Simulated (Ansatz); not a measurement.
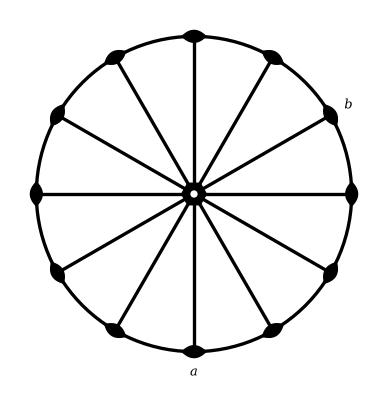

Stereographic projection: heavy lines are mirror planes (a heavy rim: a mirror in the plane of the page); lens, triangle, square and hexagon are 2-, 3-, 4- and 6-fold axes, a lens in an open square is −4, a triangle in an open hexagon −6; thin dashed diameters join the ends of axes that lie in the page; a small open circle marks inversion. The c axis points at the viewer. Computed from the symmetry operations of a computed or model structure of composition MoS2.

Name the crystal class.

6/mmm (D6h), order 24, hexagonal system: one sixfold axis, six twofold axes, seven mirror planes, an inversion centre.

Which physical properties does it allow?

It is centrosymmetric, so neither piezoelectric nor pyroelectric; it is not chiral.
